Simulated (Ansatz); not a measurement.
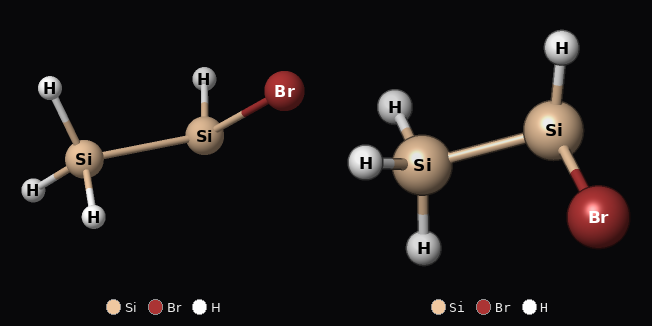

Both panels show the same species.

Charge 0, doublet. Computed geometry: PBE0-D4/def2-TZVP optimisation.

Describe the molecule.

It has 7 atoms: 1 bromine, 4 hydrogen and 2 silicon (BrH₄Si₂). SMILES: `[SiH3][SiH]Br`. It has no ring. Among its groups: Si–H bond. This geometry has C1 symmetry. It is an open-shell species. Coordination: 1 Si tetrahedral; 1 Si trigonal pyramidal.

More results for the same structure follow; atom numbers are the same in all pictures, views and colours differ.

### Shape

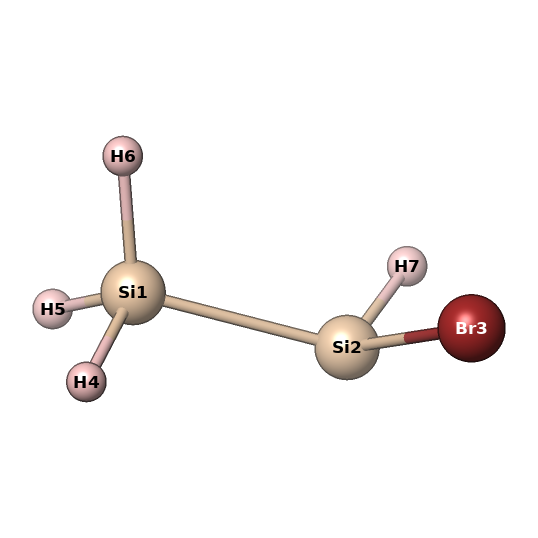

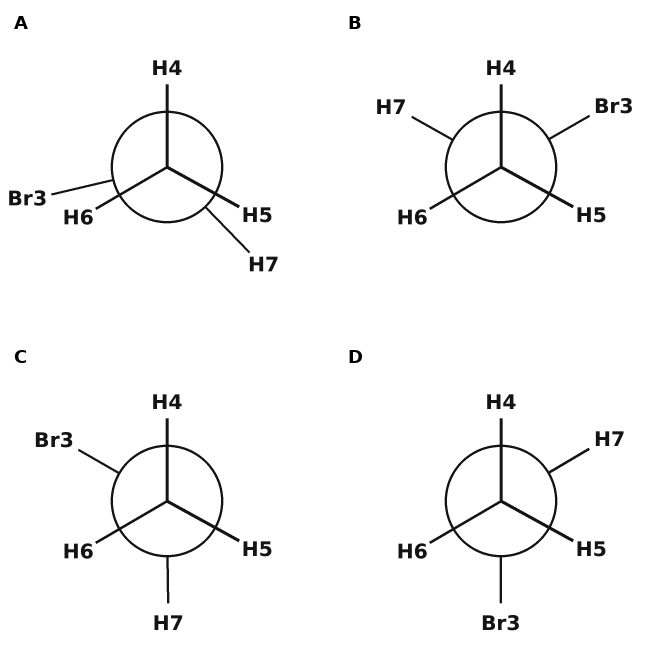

Distant atoms are faded towards the background colour. Bonds that would overlap in a projection are set slightly apart.

Which Newman projection shows the view along Si1–Si2, with Si1 in front?

C. The torsion angle H4–Si1–Si2–Br3 is −60°, synclinal (gauche).

### Dipole moment

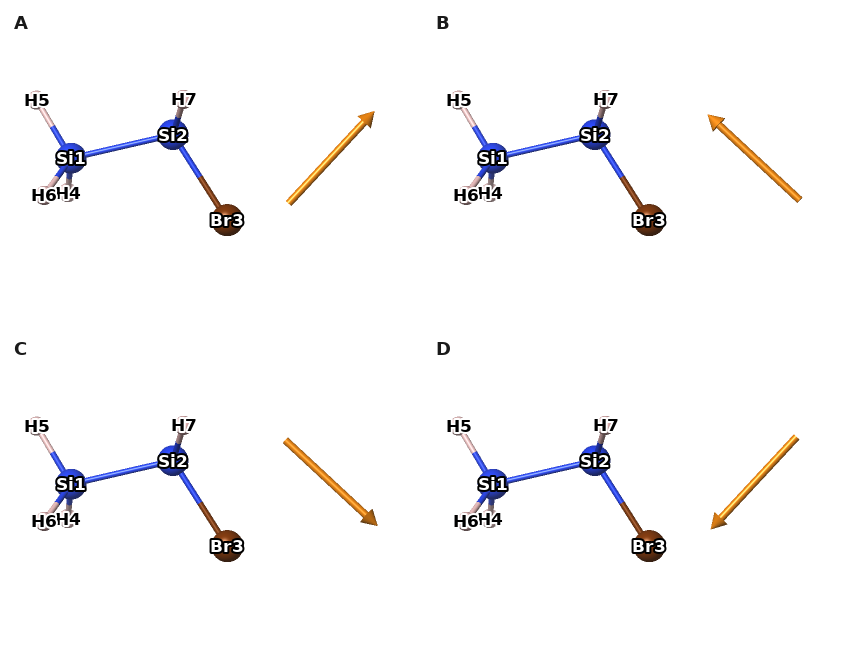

The same molecule four times, each with an arrow. Method: UKS B3LYP-D4/def2-TZVPP (Ansatz 0.2.0).

Which arrow points along the dipole moment, from the negative to the positive end?

B. The dipole moment is 1.25 D; it points from the side of Br3 to the side of H5 (the outermost atoms at the two ends).

### Electronic properties

Method: UKS ωB97X-V/def2-TZVPP (Ansatz 0.2.0).

What does the calculation give?

- HOMO energy (Kohn–Sham orbital): −8.36 eV
- ⟨S²⟩ of the determinant: 0.754

### Vibrations

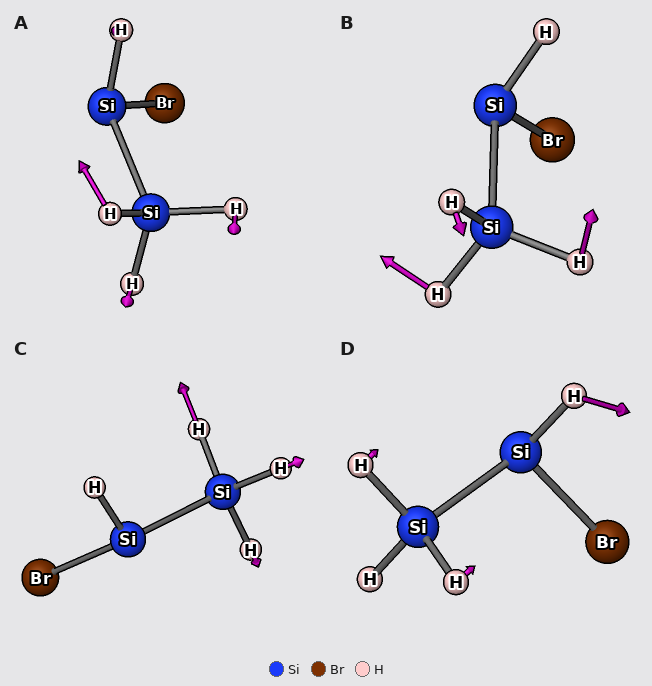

4 normal modes of one molecule or complex, as arrows. Harmonic vibrations computed with UKS PBE0-D4/def2-TZVP (Ansatz 0.2.0) at a stationary point of the same level.

Match the panels to the wavenumbers 514 cm⁻¹, 723 cm⁻¹, 934 cm⁻¹, 2212 cm⁻¹.

A: 514 cm⁻¹, H–Si–Si bending
B: 934 cm⁻¹, H–Si–H bending
C: 2212 cm⁻¹, Si–H stretching
D: 723 cm⁻¹, angle bending
